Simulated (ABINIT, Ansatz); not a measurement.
# Be3Al (Pm-3m): zone-centre phonons, part 3 of 3

Which modes does Be3Al (Pm-3m) have at the zone centre?

ABINIT 10.8.3; DFT LDA, scalar-relativistic, plane waves, HGH norm-conserving pseudopotentials.

So far. Step 2 (Relaxing the cell and atoms): The volume changes by -1.8 % from the cell with which this run began. Step 4 (Zone-centre response): The acoustic modes at Γ come out as far as 6.0 cm⁻¹ from zero, where they should vanish, a small numerical error. The relaxed cell has a = 3.407 Å (conventional setting).

The structure was built from a prototype and need not be the compound's stable phase.

**5. Zone-centre analysis**

anaddb reads the merged derivatives and imposes the acoustic sum rule.

Contents of anaddb.abi:

```
ddb_filepath "gamma_DDB"
output_file "anaddb.abo"
outdata_prefix "anaddb"
asr 1
chneut 1
enunit 2
eivec 1
nph1l 1
qph1l 0.0 0.0 0.0 1.0
```

Contents of mrgddb.in:

```
gamma_DDB
merged
2
dfpt_gammao_DDB
gso_DDB
```

On the command line:

```bash
mrgddb < mrgddb.in > mrgddb.log
OMP_NUM_THREADS=1 anaddb anaddb.abi > anaddb.log
```

anaddb.abo, the main output file:

```text
-outvars_anaddb: echo values of input variables ----------------------

 Miscellaneous information :
      enunit         2
       eivec         1
         asr         1
 First list of wavevector (reduced coord.) :
       nph1l         1
       qph1l
                     0.00000000E+00  0.00000000E+00  0.00000000E+00    1.000E+00

================================================================================

 read the DDB information and perform some checks

  ==== Info on the Cryst% object ====
 Real(R)+Recip(G) space primitive vectors, cartesian coordinates (Bohr,Bohr^-1):
 R(1)=  6.4387499  0.0000000  0.0000000  G(1)=  0.1553097  0.0000000  0.0000000
 R(2)=  0.0000000  6.4387499  0.0000000  G(2)=  0.0000000  0.1553097  0.0000000
 R(3)=  0.0000000  0.0000000  6.4387499  G(3)=  0.0000000  0.0000000  0.1553097
 Unit cell volume ucvol=  2.6693447E+02 bohr^3
 Angles (23,13,12)=  9.00000000E+01  9.00000000E+01  9.00000000E+01 degrees
 Time-reversal symmetry is present
 Reduced atomic positions [iatom, xred, symbol]:
    1)    0.0000000  0.0000000  0.0000000  Al
    2)    0.0000000  0.5000000  0.5000000  Be
    3)    0.5000000  0.0000000  0.5000000  Be
    4)    0.5000000  0.5000000  0.0000000  Be

 DDB file with 3 blocks has been read.

================================================================================

 Treat the first list of vectors

  Phonon wavevector (reduced coordinates) :  0.00000  0.00000  0.00000
 Phonon energies in Hartree :
   0.000000E+00  0.000000E+00  0.000000E+00  1.120381E-03  1.120381E-03
   1.120381E-03  2.082556E-03  2.082556E-03  2.082556E-03  2.114326E-03
   2.114326E-03  2.114326E-03
 Phonon energies in meV     :
-  0.000000E+00  0.000000E+00  0.000000E+00  3.048713E+01  3.048713E+01
-  3.048713E+01  5.666923E+01  5.666923E+01  5.666923E+01  5.753374E+01
-  5.753374E+01  5.753374E+01
 Phonon frequencies in cm-1    :
-  0.000000E+00  0.000000E+00  0.000000E+00  2.458953E+02  2.458953E+02
-  2.458953E+02  4.570681E+02  4.570681E+02  4.570681E+02  4.640409E+02
-  4.640409E+02  4.640409E+02
 Phonon frequencies in Thz     :
-  0.000000E+00  0.000000E+00  0.000000E+00  7.371754E+00  7.371754E+00
-  7.371754E+00  1.370256E+01  1.370256E+01  1.370256E+01  1.391160E+01
-  1.391160E+01  1.391160E+01
 Phonon energies in Kelvin  :
-  0.000000E+00  0.000000E+00  0.000000E+00  3.537884E+02  3.537884E+02
-  3.537884E+02  6.576191E+02  6.576191E+02  6.576191E+02  6.676513E+02
-  6.676513E+02  6.676513E+02

 Eigendisplacements
 (will be given, for each mode : in cartesian coordinates
   for each atom the real part of the displacement vector,
   then the imaginary part of the displacement vector - absolute values smaller than 1.0d-7 are set to zero)
  Mode number    1   Energy    0.000000E+00
 Attention : low frequency mode.
   (Could be unstable or acoustic mode)
-  1  0.00000000E+00  0.00000000E+00 -3.18676736E-03
-     0.00000000E+00  0.00000000E+00  0.00000000E+00
-  2  0.00000000E+00  0.00000000E+00 -3.18676735E-03
-     0.00000000E+00  0.00000000E+00  0.00000000E+00
-  3  0.00000000E+00  0.00000000E+00 -3.18676735E-03
-     0.00000000E+00  0.00000000E+00  0.00000000E+00
-  4  0.00000000E+00  0.00000000E+00 -3.18676722E-03
-     0.00000000E+00  0.00000000E+00  0.00000000E+00
  Mode number    2   Energy    0.000000E+00
 Attention : low frequency mode.
   (Could be unstable or acoustic mode)
-  1  0.00000000E+00 -3.18676736E-03  0.00000000E+00
-     0.00000000E+00  0.00000000E+00  0.00000000E+00
-  2  0.00000000E+00 -3.18676735E-03  0.00000000E+00
-     0.00000000E+00  0.00000000E+00  0.00000000E+00
-  3  0.00000000E+00 -3.18676721E-03  0.00000000E+00
-     0.00000000E+00  0.00000000E+00  0.00000000E+00
-  4  0.00000000E+00 -3.18676735E-03  0.00000000E+00
-     0.00000000E+00  0.00000000E+00  0.00000000E+00
  Mode number    3   Energy    0.000000E+00
 Attention : low frequency mode.
   (Could be unstable or acoustic mode)
-  1  3.18676736E-03  0.00000000E+00  0.00000000E+00
-     0.00000000E+00  0.00000000E+00  0.00000000E+00
-  2  3.18676722E-03  0.00000000E+00  0.00000000E+00
-     0.00000000E+00  0.00000000E+00  0.00000000E+00
-  3  3.18676735E-03  0.00000000E+00  0.00000000E+00
-     0.00000000E+00  0.00000000E+00  0.00000000E+00
-  4  3.18676735E-03  0.00000000E+00  0.00000000E+00
-     0.00000000E+00  0.00000000E+00  0.00000000E+00
  Mode number    4   Energy    1.120381E-03
-  1  0.00000000E+00  0.00000000E+00 -1.33441246E-03
-     0.00000000E+00  0.00000000E+00  0.00000000E+00
-  2  0.00000000E+00  0.00000000E+00 -1.56138531E-03
-     0.00000000E+00  0.00000000E+00  0.00000000E+00
-  3  0.00000000E+00  0.00000000E+00 -1.56138531E-03
-     0.00000000E+00  0.00000000E+00  0.00000000E+00
-  4  0.00000000E+00  0.00000000E+00  7.11786355E-03
-     0.00000000E+00  0.00000000E+00  0.00000000E+00
  Mode number    5   Energy    1.120381E-03
-  1  0.00000000E+00 -1.33441246E-03  0.00000000E+00
-     0.00000000E+00  0.00000000E+00  0.00000000E+00
-  2 -1.79076475E-07 -1.56138531E-03  0.00000000E+00
-     0.00000000E+00  0.00000000E+00  0.00000000E+00
-  3  0.00000000E+00  7.11786355E-03  0.00000000E+00
-     0.00000000E+00  0.00000000E+00  0.00000000E+00
-  4  0.00000000E+00 -1.56138531E-03  0.00000000E+00
-     0.00000000E+00  0.00000000E+00  0.00000000E+00
  Mode number    6   Energy    1.120381E-03
-  1  1.33441246E-03  0.00000000E+00  0.00000000E+00
-     0.00000000E+00  0.00000000E+00  0.00000000E+00
-  2 -7.11786355E-03  0.00000000E+00  0.00000000E+00
-     0.00000000E+00  0.00000000E+00  0.00000000E+00
-  3  1.56138531E-03 -1.79076503E-07  0.00000000E+00
-     0.00000000E+00  0.00000000E+00  0.00000000E+00
-  4  1.56138531E-03  0.00000000E+00  0.00000000E+00
-     0.00000000E+00  0.00000000E+00  0.00000000E+00
  Mode number    7   Energy    2.082556E-03
-  1  0.00000000E+00  0.00000000E+00  0.00000000E+00
-     0.00000000E+00  0.00000000E+00  0.00000000E+00
-  2  0.00000000E+00  1.75465794E-07 -5.51683473E-03
-     0.00000000E+00  0.00000000E+00  0.00000000E+00
-  3  0.00000000E+00  0.00000000E+00  5.51683473E-03
-     0.00000000E+00  0.00000000E+00  0.00000000E+00
-  4  0.00000000E+00 -1.75465794E-07  0.00000000E+00
-     0.00000000E+00  0.00000000E+00  0.00000000E+00
  Mode number    8   Energy    2.082556E-03
-  1  0.00000000E+00  0.00000000E+00  0.00000000E+00
-     0.00000000E+00  0.00000000E+00  0.00000000E+00
-  2  0.00000000E+00  5.51683473E-03  1.75465704E-07
-     0.00000000E+00  0.00000000E+00  0.00000000E+00
-  3  0.00000000E+00  0.00000000E+00 -1.75465704E-07
-     0.00000000E+00  0.00000000E+00  0.00000000E+00
-  4  0.00000000E+00 -5.51683473E-03  0.00000000E+00
-     0.00000000E+00  0.00000000E+00  0.00000000E+00
  Mode number    9   Energy    2.082556E-03
-  1  0.00000000E+00  0.00000000E+00  0.00000000E+00
-     0.00000000E+00  0.00000000E+00  0.00000000E+00
-  2  0.00000000E+00  0.00000000E+00  0.00000000E+00
-     0.00000000E+00  0.00000000E+00  0.00000000E+00
-  3 -5.51683474E-03  0.00000000E+00  0.00000000E+00
-     0.00000000E+00  0.00000000E+00  0.00000000E+00
-  4  5.51683474E-03  0.00000000E+00  0.00000000E+00
-     0.00000000E+00  0.00000000E+00  0.00000000E+00
  Mode number   10   Energy    2.114326E-03
-  1  0.00000000E+00  0.00000000E+00 -2.89750465E-03
-     0.00000000E+00  0.00000000E+00  0.00000000E+00
-  2  0.00000000E+00  0.00000000E+00  4.22398571E-03
-     0.00000000E+00  0.00000000E+00  0.00000000E+00
-  3  0.00000000E+00  0.00000000E+00  4.22398571E-03
-     0.00000000E+00  0.00000000E+00  0.00000000E+00
-  4  0.00000000E+00  0.00000000E+00  2.26857271E-04
-     0.00000000E+00  0.00000000E+00  0.00000000E+00
  Mode number   11   Energy    2.114326E-03
-  1  0.00000000E+00  2.89750465E-03  0.00000000E+00
-     0.00000000E+00  0.00000000E+00  0.00000000E+00
-  2  0.00000000E+00 -4.22398571E-03  0.00000000E+00
-     0.00000000E+00  0.00000000E+00  0.00000000E+00
-  3  0.00000000E+00 -2.26857271E-04  0.00000000E+00
-     0.00000000E+00  0.00000000E+00  0.00000000E+00
-  4  0.00000000E+00 -4.22398571E-03  0.00000000E+00
-     0.00000000E+00  0.00000000E+00  0.00000000E+00
  Mode number   12   Energy    2.114326E-03
-  1  2.89750465E-03  0.00000000E+00  0.00000000E+00
-     0.00000000E+00  0.00000000E+00  0.00000000E+00
-  2 -2.26857271E-04  0.00000000E+00  0.00000000E+00
-     0.00000000E+00  0.00000000E+00  0.00000000E+00
-  3 -4.22398571E-03  0.00000000E+00  0.00000000E+00
-     0.00000000E+00  0.00000000E+00  0.00000000E+00
-  4 -4.22398571E-03  0.00000000E+00  0.00000000E+00
-     0.00000000E+00  0.00000000E+00  0.00000000E+00

 Analysis of degeneracies and characters (maximum tolerance=1.00E-06 a.u.)
 For each vibration mode, or group of modes if degenerate,
 the characters are given for each symmetry operation (see the list in the log file).
 Symmetry characters of vibration mode #   1
       degenerate with vibration modes #   2 to    3
  3.0 -3.0 -1.0  1.0 -1.0  1.0 -1.0  1.0  1.0 -1.0 -1.0  1.0  1.0 -1.0 -1.0  1.0
  0.0 -0.0  0.0 -0.0 -0.0  0.0 -0.0  0.0  1.0 -1.0 -1.0  1.0 -1.0  1.0  1.0 -1.0
  0.0 -0.0 -0.0  0.0 -0.0  0.0  0.0 -0.0  1.0 -1.0  1.0 -1.0 -1.0  1.0 -1.0  1.0
 Symmetry characters of vibration mode #   4
       degenerate with vibration modes #   5 to    6
  3.0 -3.0 -1.0  1.0 -1.0  1.0 -1.0  1.0  1.0 -1.0 -1.0  1.0  1.0 -1.0 -1.0  1.0
 -0.0  0.0 -0.0  0.0  0.0 -0.0  0.0 -0.0  1.0 -1.0 -1.0  1.0 -1.0  1.0  1.0 -1.0
 -0.0  0.0  0.0 -0.0  0.0 -0.0 -0.0  0.0  1.0 -1.0  1.0 -1.0 -1.0  1.0 -1.0  1.0
 Symmetry characters of vibration mode #   7
       degenerate with vibration modes #   8 to    9
  3.0 -3.0 -1.0  1.0 -1.0  1.0 -1.0  1.0 -1.0  1.0  1.0 -1.0 -1.0  1.0  1.0 -1.0
  0.0 -0.0 -0.0  0.0 -0.0  0.0 -0.0  0.0 -1.0  1.0  1.0 -1.0  1.0 -1.0 -1.0  1.0
  0.0 -0.0 -0.0  0.0 -0.0  0.0 -0.0  0.0 -1.0  1.0 -1.0  1.0  1.0 -1.0  1.0 -1.0
 Symmetry characters of vibration mode #  10
       degenerate with vibration modes #  11 to   12
  3.0 -3.0 -1.0  1.0 -1.0  1.0 -1.0  1.0  1.0 -1.0 -1.0  1.0  1.0 -1.0 -1.0  1.0
  0.0 -0.0  0.0 -0.0 -0.0  0.0 -0.0  0.0  1.0 -1.0 -1.0  1.0 -1.0  1.0  1.0 -1.0
  0.0 -0.0 -0.0  0.0 -0.0  0.0  0.0 -0.0  1.0 -1.0  1.0 -1.0 -1.0  1.0 -1.0  1.0
-
```

Elapsed: 0.72 s, on 1 thread of Intel Xeon at 2.70GHz, shared host.

Numbers from this step:

```yaml
highest_optical_zone_centre_mode_no_lo_to_term: 464.0 cm⁻¹
lowest_optical_zone_centre_mode: 245.9 cm⁻¹
```

No LO-TO term; unit eigenvectors of the mass-weighted matrix, from anaddb's displacements. The modes at Γ (shares of kinetic energy by element, %):

```
mode  frequency (cm⁻¹)  symmetry  Al %  Be %
   1               0.0  acoustic    50    50
   2               0.0  acoustic    50    50
   3               0.0  acoustic    50    50
   4             245.9       T1u     9    91
   5             245.9       T1u     9    91
   6             245.9       T1u     9    91
   7             457.1       T2u     0   100
   8             457.1       T2u     0   100
   9             457.1       T2u     0   100
  10             464.0       T1u    41    59
  11             464.0       T1u    41    59
  12             464.0       T1u    41    59
```

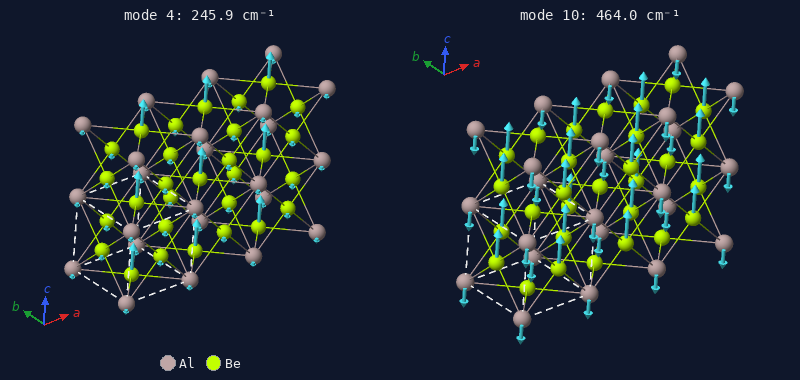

Displacement patterns of modes 4 and 10 at Γ; arrows are exaggerated. 3×1×2 cells are drawn. Some periodic images of atoms are drawn too.

The rule moves no optical mode by more than 0.2 cm⁻¹.

**6. The same in Ansatz**

The same cell goes through another code, with its own cutoff. The potentials differ.

This step: DFT LDA, scalar-relativistic, plane waves, PseudoDojo norm-conserving pseudopotentials (Ansatz 0.2.0).

Contents of input.yaml:

```yaml
crystal:
  lattice:
    - [3.4072397024, 0.0, 0.0]
    - [0.0, 3.4072397024, 0.0]
    - [0.0, 0.0, 3.4072397024]
  atoms:
    - { symbol: Al, position: [0.0, 0.0, 0.0] }
    - { symbol: Be, position: [0.0, 0.5, 0.5] }
    - { symbol: Be, position: [0.5, 0.0, 0.5] }
    - { symbol: Be, position: [0.5, 0.5, 0.0] }
kpoints:
  mp_grid: { grid: [8, 8, 8] }
hamiltonian:
  xc: lda
  pseudopotentials: { kind: nc, accuracy: standard }
scf:
  occupations: { method: gaussian, width: 0.27211 }
output:
  eigenvalues: true
phonons:
  method: dfpt
```

On the command line:

```bash
ansatz run input.yaml --threads 4 --pin off --max-ram 8192MiB --backend cpu --events-out ev --progress --plain --runs-dir out
```

What it wrote:

```text
zone centre: on kpoints.mp_grid the ground state, and the responses unless they are solved on pairs of k-points, stand on 125 of the mesh's 512 k-points, reduced under 8 symmetry operations, with k and −k counted as one. Each operation leaves every solved displacement unchanged or reverses it
Engine: ansatz 0.2.0, x86_64-unknown-linux-gnu
Pseudopotentials: kind: nc
Pseudopotential: Al, nc, valence charge 3, recommended cutoff 598.650497 eV (normal), Al.nc.azcp (PseudoDojo's, or run here from an input of PseudoDojo's; its table is named by hamiltonian.pseudopotentials.accuracy)
Pseudopotential: Be, nc, valence charge 4, recommended cutoff 1197.300995 eV (normal), Be.nc.azcp (PseudoDojo's, or run here from an input of PseudoDojo's; its table is named by hamiltonian.pseudopotentials.accuracy)
Functional definition: SPW92
  exchange = slater_x
  correlation = pw_c
Crystal: 4 atoms, lattice volume = 39.556 Å³
Basis set: ecut = 1197.300995 eV, 3743 PW (Γ), exchange–correlation on 80×80×80 points (8 copies of the dense FFT grid, shifted against one another)
Bands: 12, of which v1, the nominal top of the filled ones, is band 8 counted from 1 (7 counted from 0)
Symmetry: 48 space group operations
k-points: 125 of 512 (irreducible under 8 space group operations)
Non-local potential: Al, projectors of the file, l = 0: 2, l = 1: 2, l = 2: 2
Non-local potential: Be, projectors of the file, l = 0: 2, l = 1: 2
Initial density: superposition of atomic densities (chi_scale 0.1, normalization cell, long waves kept (reshape's long-wave potential 0.00 eV rms))
Initial wavefunctions: pseudopotential atomic-orbital guess
Functional: x = slater, c = lda
SCF iter   1: F=—  HF=-1192.231740 eV  |F-HF|=—  |Δ(HF+E_count)|=         —  Δρ=3.42e-2  dr2=3.12e-1  ethr=3.10e-3  ⟨swp⟩=5.2  Hψ=9847  notcnv=0
preconditioner: auto → none  [metal: Δε(μ)=0.029 eV  Ē_g=8.771 eV  σ=0.272 eV  W_gap=0.06  n_scr=6 (ndim 8)  ℏωp=17.7 eV  f_vac=0.000  D(μ)=1.40/eV (n_scr^D=6)  sad-step TF]
SCF iter   2: F=—  HF=-1192.156883 eV  |F-HF|=—  |Δ(HF+E_count)|=   7.49e-2  Δρ=1.92e-2  dr2=1.24e-1  ethr=2.08e-3  ⟨swp⟩=1.0  Hψ=2503  notcnv=0
SCF iter   3: F=—  HF=-1192.106237 eV  |F-HF|=—  |Δ(HF+E_count)|=   5.06e-2  Δρ=1.95e-3  dr2=2.95e-4  ethr=8.27e-4  ⟨swp⟩=2.1  Hψ=1975  notcnv=0
SCF iter   4: F=—  HF=-1192.106248 eV  |F-HF|=—  |Δ(HF+E_count)|=   1.19e-5  Δρ=8.67e-5  dr2=4.08e-6  ethr=1.97e-6  ⟨swp⟩=2.3  Hψ=2202  notcnv=0
SCF iter   5: F=—  HF=-1192.106245 eV  |F-HF|=—  |Δ(HF+E_count)|=   3.68e-6  Δρ=1.39e-5  dr2=1.10e-7  ethr=2.72e-8  ⟨swp⟩=2.0  Hψ=2054  notcnv=0
SCF iter   6: F=—  HF=-1192.106243 eV  |F-HF|=—  |Δ(HF+E_count)|=   1.79e-6  Δρ=1.65e-6  dr2=4.16e-10  ethr=7.30e-10  ⟨swp⟩=2.0  Hψ=2042  notcnv=0  defer=12
SCF iter   7: F=-1192.106243 eV  HF=-1192.106243 eV  |F-HF|=9.09e-13  |Δ(HF+E_count)|=  5.18e-11  Δρ=1.57e-7  dr2=4.72e-12  ethr=1.00e-12  ⟨swp⟩=8.9  Hψ=9807  notcnv=0
SCF 1 converged in 7 iterations: F = -1192.106243 eV  dr2 = 4.72e-12
DFPT response loops at Γ: preconditioner auto → Kerker (q_TF=auto, 2.321 Å⁻¹) (partly filled bands, converged f_vac=0.000); β = 1.00, the filter's whole step (`scf.mixing.beta` (0.50) is not read by the response loops under this deck's `scf.mixing.preconditioner`; to damp them name `kerker` or `kerker_dos`, under which they read `scf.mixing.beta`, and type it under 1.00, their step now; both keys bind the ground state too); Broyden in place of MSR1
SCF converged after 7 iterations
Free energy (F): -1192.106243 eV
Harris-Foulkes:  -1192.106243 eV  (|F-HF|=9.09e-13)
Internal energy: -1192.053270 eV  (E = F + TS)
E sigma→0 (E₀):  -1192.079757 eV
Entropy (-TS):   -0.052973 eV (-13.243 meV/atom)
Fermi energy:    8.475197 eV
--- Per-component energies (eV) ---
  E_band       = -508.043989
  E_kinetic    = 729.876066
  E_local      = -680.833839  (includes V_loc(G=0)·N_el)
  E_nonlocal   = -665.796055
  E_hartree    = 194.387023
  E_xc         = -221.148917
  E_vxc        = -280.064208  (∫ρ·V_xc dr)
  E_ewald      = -548.537549
  E_smearing   = -0.052973  (= −TS)
  E_closure    = 0.000000  (closes the sum)
  Σ components = -1192.106243   (vs F -1192.106243, Δ=0.00e0)
--- Band table (eV; the first three rows and the last of 125) ---
  k-point 0: bands = [... 4 lower, 6.0585, 6.0585, 6.0585, 10.1424, 10.1424, 11.2177, 15.9041, 15.9041]
  k-point 1: bands = [... 4 lower, 4.9131, 6.2449, 6.2449, 10.1042, 10.7232, 12.2254, 14.7990, 14.7990]
  k-point 2: bands = [... 4 lower, 3.0394, 6.8028, 6.8028, 10.0132, 11.1028, 12.6898, 12.6898, 15.0077]
  k-point 124: bands = [... 4 lower, 3.6019, 3.6019, 4.2965, 6.2675, 7.3196, 7.3196, 7.3196, 21.6395]
--- Phonons (Γ-DFPT): 3 representative perturbations + reference, on 125 of 512 k-points (Σ response iterations 9) ---
  k mesh reduced under 8 symmetry operations, with k and −k counted as one. Each operation leaves every solved displacement unchanged or reverses it
  ASR residual: 6.131e-5 → 0.000e0 eV/Å²; symmetrization residual: 1.871e-6 eV/Å²
  ASR residual per site (eV/Å²): 6.13e-5 4.06e-5 4.06e-5 4.06e-5
  Γ frequencies (cm⁻¹): 0.00 0.00 0.00 270.60 270.60 270.60 475.65 475.65 475.65 487.97 487.97 487.97
  non-analytic LO–TO correction: not included (Born effective charges unavailable; polar crystals: no LO–TO splitting at Γ)
```

It took 19 s on 4 threads; peak memory 1 GiB; 70 s of CPU time.

This step gave:

| Item | Value |
| --- | --- |
| sum-rule residual before enforcement | 6.13e-5 eV/Å² |
| highest optical zone-centre mode (no LO-TO term) | 488.0 cm⁻¹ |
| lowest optical zone-centre mode | 270.6 cm⁻¹ |

**7. The two compared: ABINIT HGH and Ansatz, PseudoDojo**

Worked out from the results:

```yaml
root_mean_square_difference: 22.57 cm⁻¹
largest_difference: 24.7 cm⁻¹
```

Optical modes, paired by symmetry label. Frequencies side by side, by row:

```
q (reciprocal lattice)  mode  ABINIT HGH (cm⁻¹)  Ansatz, PseudoDojo (cm⁻¹)
                 0 0 0     4              245.9                      270.6
                 0 0 0     5              245.9                      270.6
                 0 0 0     6              245.9                      270.6
                 0 0 0     7              457.1                      475.6
                 0 0 0     8              457.1                      475.6
                 0 0 0     9              457.1                      475.6
                 0 0 0    10                464                        488
                 0 0 0    11                464                        488
                 0 0 0    12                464                        488
```

At the zone centre the largest difference (acoustic modes at Γ apart) is 5 % of the highest mode, but 10 % of the mode at 246 cm⁻¹ on which it sits.

**8. Results**

- space group after relaxation: Pm-3m
- volume per atom: 9.89 Å³
- highest optical zone-centre mode (no LO-TO term): 464.0 cm⁻¹
- lowest optical zone-centre mode: 245.9 cm⁻¹
- imaginary optical modes at the zone centre (no q mesh in this session): none
- largest difference from Ansatz, PseudoDojo: 24.7 cm⁻¹

**Reading.** At the LDA level the optical modes of Be3Al (Pm-3m) at the zone centre run from 246 to 464 cm⁻¹. ABINIT HGH and Ansatz, PseudoDojo differ by 22.6 cm⁻¹ in the root mean square and by 24.7 cm⁻¹ at most, 5.3 % of the highest mode compared (acoustic modes at Γ left out); the two use different potentials, and the cell was not relaxed for the second set. These are harmonic frequencies at zero temperature: anharmonic shifts and linewidths and thermal expansion are left out. In a metal the frequencies hang on the k mesh and the smearing, most of all near Kohn anomalies. The runs are without spin polarisation, although the cell has an odd electron count or an open d or f shell, so a magnetic state was not tested. The structure is a hypothetical one, built on a prototype.

[Host names and launcher messages were left out of these logs when they were recorded.]

[Logs are printed without paths, hosts, clocks, repeated set-up lines and the standing remarks that a program may print on its own settings, such as how far it seeks lower states.]

[Hosts, paths, dates, database ids (printed as entryN), source tags and the programs' standing remarks are cut or masked in the printed files.]
